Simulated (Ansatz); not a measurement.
## Electronic structure of AlClH₂OSe in real space

Input file:

```
crystal:
  periodic: [false, false, false]
  atoms:
    - symbol: Al
      position_ang: [0.438649, 0.120321, -0.507997]
    - symbol: Cl
      position_ang: [-0.728391, -1.250662, -1.597607]
    - symbol: O
      position_ang: [-0.964535, 0.782749, 0.670786]
    - symbol: Se
      position_ang: [2.261309, 1.100501, 0.058010]
    - symbol: H
      position_ang: [-0.568812, 1.327896, 1.372065]
    - symbol: H
      position_ang: [-1.790361, 0.369145, 0.960023]
basis:
  gaussian: {orbitals: def2-TZVPD}
hamiltonian: {xc: {name: PBE0}}
output: {forces: true, orbitals: {seedname: orbitals}}
```

Launched as:

```sh
ansatz run input.yaml --threads 2 --pin off --max-ram 4350MiB --events-out events.jsonl --progress --plain --runs-dir runs
```

Geometry: PBE0-D3(BJ)/def2-SVP.

All numbers below come from isolated molecule in a Gaussian basis; Kohn-Sham density functional theory, functional PBE0 in Ansatz.

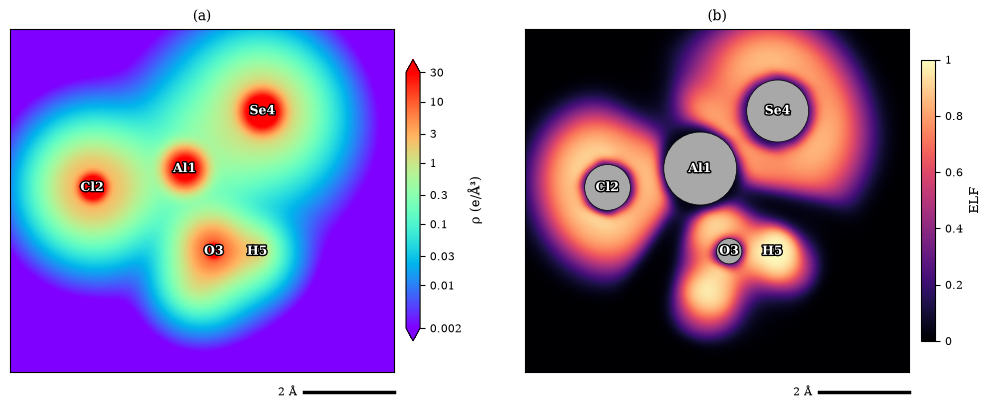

Figure 1. (a) electron density; (b) electron localisation function on the plane of atoms O3, Al1 and Se4. Grey discs cover the atomic cores in the ELF map.

Q: What does the map show?

A: The section cuts through Al, Cl, O, Se and H sites. Al–O (1.95 Å): ρ at the midpoint is about 0.48 e/Å³; the ELF peaks at about 0.90 in the valence shell of O, 0.6 Å from its nucleus, and is about 0.50 at the midpoint. Al–Cl (2.10 Å): the density is about 0.73 e/Å³ at the midpoint; the ELF peaks at about 0.85 in the valence shell of Cl, 0.9 Å from its nucleus, and is about 0.80 at the midpoint. Al–Se (2.15 Å): the density is about 0.72 e/Å³ at the midpoint; the ELF peaks at about 0.75 in the valence shell of Se, 1.1 Å from its nucleus, and is about 0.75 at the midpoint. O–H (0.97 Å): the density is about 3.8 e/Å³ at the midpoint; the ELF climbs to about 1 towards the hydrogen, as it does in any bond to H: an ordinary covalent bond to hydrogen. The ELF also peaks beside Cl2 and Se4, away from the bonds: lone-pair regions.

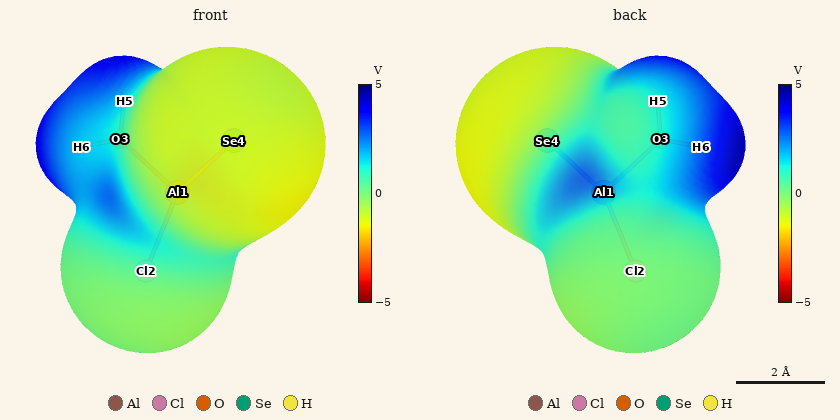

Figure 2. The electrostatic potential painted on the density surface at 0.002 e/bohr³, seen from the front and from behind; the colour scale runs from red (negative) to blue (positive).

Q: Which sites attract a positive test charge, and which a negative one?

A: A positive charge is drawn to the negative regions and a negative charge to the positive ones. The most negative region (about −1.5 V) lies over Se4, the most positive (about +4.5 V) over H6.

Q: How polar is the molecule by this calculation?

A: Its dipole moment is 6.70 D.

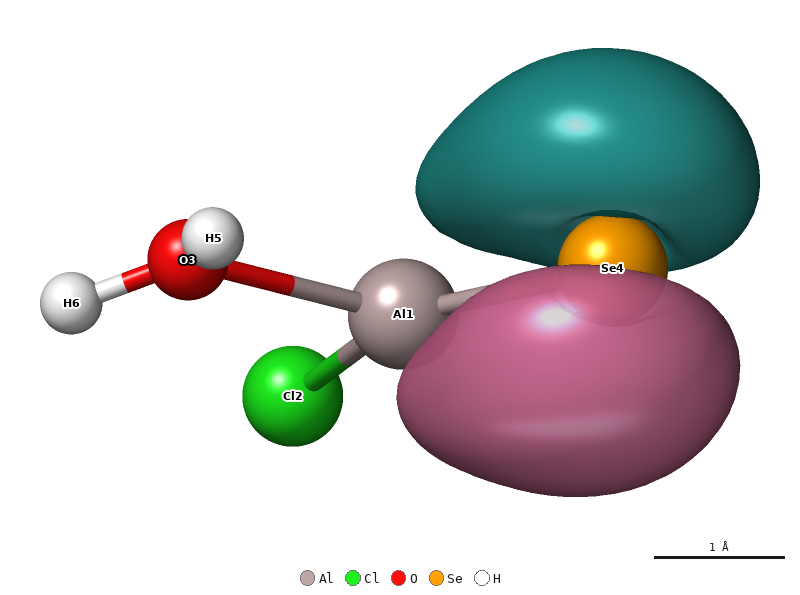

Figure 3. The HOMO−1 at ±0.15 Å⁻³ᐟ² (teal and pink are the two phases), seen from one side.

Q: What is the character of this orbital?

A: By Hirshfeld shares it lies mainly on Se4 (about 80 %) and Al1 (about 20 %). Its energy is −6.28 eV.
